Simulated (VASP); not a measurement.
Band structure of Cr (bcc, AFM order). Level of theory: PBE GGA with D3 dispersion (zero damping), VASP's PBE PAW potentials (set 64) (plane waves; VASP).

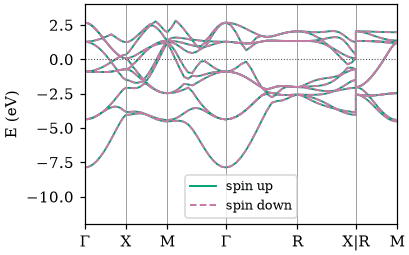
Figure. Bands along high-symmetry lines, zero at the valence-band maximum or, without a gap, the Fermi level

Read the plot: is there a gap, and where are the band edges?

It has no gap at this level: it comes out as a metal or semimetal. (Edges off the drawn lines would not show.)

The compound is Cr in the bcc, AFM order structure. It was relaxed first, which changed the volume by -5 %.
